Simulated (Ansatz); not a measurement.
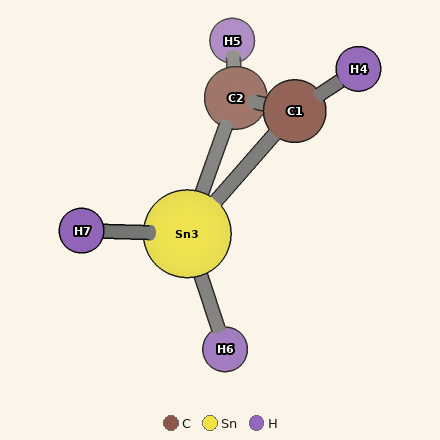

The system is C₂H₄Sn (SMILES [CH]1=[CH][SnH2]1) with the probe HF; the picture shows it without the atoms that are moved over the map. 
- The probe is moved over a plane parallel to the molecule's main plane, 3.55 Å above it.
- Coordinates scanned: (1) x of the probe's H atom; (2) y of the probe's H atom.
- Nothing is relaxed (molecule and probe rigid, the probe upright with H nearest the plane).
- Grid: 13 × 11 points; 78 points were computed and 65 follow by symmetry.
- All energies are given in kJ/mol relative to the lowest grid point.
- Method: RHF-MP2, frozen core/def2-SVPD in Ansatz.

Range: x of the probe's H atom from −3.42 to 3.42 Å; y of the probe's H atom from −2.85 to 2.85 Å.

### Predict the map.

The lowest grid point is at x of the probe's H atom = −2.28 Å, y of the probe's H atom = 0.00 Å. A higher local minimum lies near x of the probe's H atom = 0.57 Å, y of the probe's H atom = 0.00 Å (1.6 kJ/mol above the lowest at that grid point). The highest grid point, x of the probe's H atom = 3.42 Å, y of the probe's H atom = −2.85 Å, lies 8.7 kJ/mol above the lowest. On the interpolated surface the easiest way out of the lowest well to the well at about x of the probe's H atom = 0.72 Å, y of the probe's H atom = −0.04 Å passes a barrier of about 2.4 kJ/mol. Near the minimum the well is nearly round, with a curvature of about 0.068 eV/Å².

```tsv
y of the probe's H atom ↓, x of the probe's H atom →	−3.42	−2.85	−2.28	−1.71	−1.14	−0.57	0.00	0.57	1.14	1.71	2.28	2.85	3.42
2.85	8.3	7.9	7.4	7.1	6.8	6.5	6.4	6.5	6.9	7.4	7.9	8.4	8.7
2.28	7.6	6.9	6.3	5.9	5.6	5.3	5.2	5.3	5.7	6.4	7.2	7.9	8.4
1.71	6.5	5.5	4.7	4.4	4.3	4.2	4.0	3.9	4.4	5.2	6.3	7.3	8.1
1.14	5.2	3.8	2.8	2.7	3.1	3.2	2.9	2.7	3.1	4.0	5.3	6.6	7.7
0.57	4.1	2.2	0.9	1.2	2.1	2.6	2.3	1.9	2.1	3.1	4.6	6.2	7.4
0.00	3.6	1.4	0.0	0.5	1.8	2.4	2.1	1.6	1.7	2.8	4.4	6.0	7.3
−0.57	4.1	2.2	0.9	1.2	2.1	2.6	2.3	1.9	2.1	3.1	4.6	6.2	7.4
−1.14	5.2	3.8	2.8	2.7	3.1	3.2	2.9	2.7	3.1	4.0	5.3	6.6	7.7
−1.71	6.5	5.5	4.7	4.4	4.3	4.2	4.0	3.9	4.4	5.2	6.3	7.3	8.1
−2.28	7.6	6.9	6.3	5.9	5.6	5.3	5.2	5.3	5.7	6.4	7.2	7.9	8.4
−2.85	8.3	7.9	7.4	7.1	6.8	6.5	6.4	6.5	6.9	7.4	7.9	8.4	8.7
```

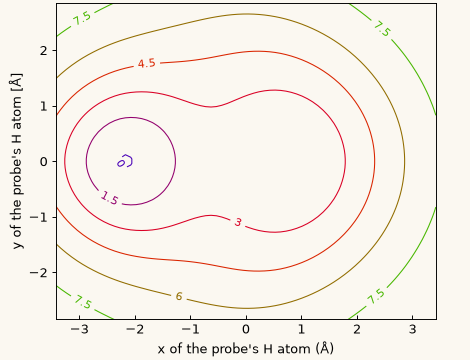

Drawn: contour lines labelled in kJ/mol. Between grid points the surface is interpolated.

Time for the 78 points that were run: 16 min on 1 thread of Arm Neoverse V2, on a shared host.
